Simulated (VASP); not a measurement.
Band structure of ZnS (zinc blende). All values below come from LDA (Ceperley-Alder, Perdew-Zunger), VASP's LDA PAW potentials (set 64) (plane waves; VASP 6.6.1).

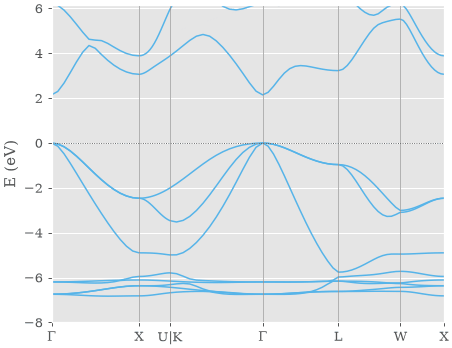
*Bands along high-symmetry lines, zero at the valence-band maximum or, without a gap, the Fermi level*

Question: Read the plot: is there a gap, and where are the band edges?

Answer: The gap is direct, 2.15 eV, from the valence maximum at Γ to the conduction minimum at Γ. (Edges off the drawn lines would not show.)

Measured: gap 3.94 eV (computed value off by -1.79 eV), as given by Wei Chen et al., Physical Review Materials (2018), doi:10.1103/physrevmaterials.2.073803 [zero-point renormalisation of 0.1 eV added back (the table's ZPR column)].

The compound is ZnS in the zinc blende structure. It was relaxed first, which changed the volume by -6 %.
